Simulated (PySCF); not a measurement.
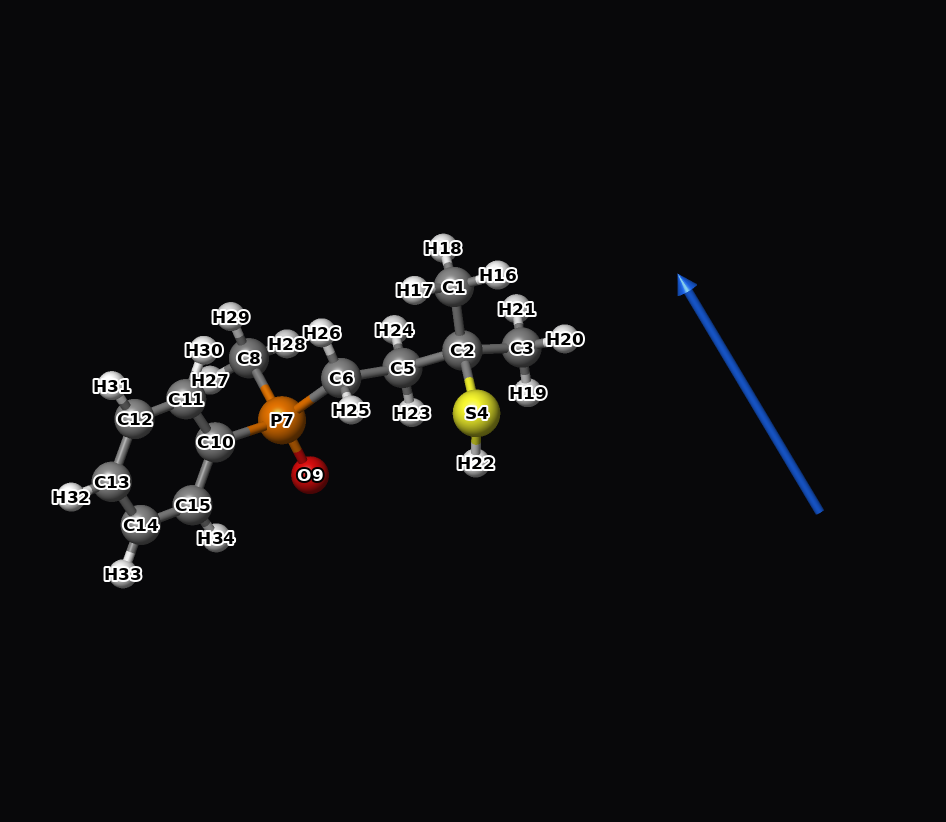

The arrow beside the molecule shows the direction of the dipole moment, from the negative to the positive end (its length means nothing). The geometry was computed by an optimisation with GFN2-xTB. No frequency run is at hand to confirm it as a minimum. Properties computed with KT3/pcSseg-1, gas phase (PySCF 2.14.0).

Q: How large is the dipole moment?

A: 3.48 D; it points from the side of H22 to the side of H31 (the outermost atoms at the two ends).

The geometry is semi-empirical. Around P such bond lengths and angles can be off by a tenth of an ångström or more and by several degrees, and values that hang on the shape move with them.
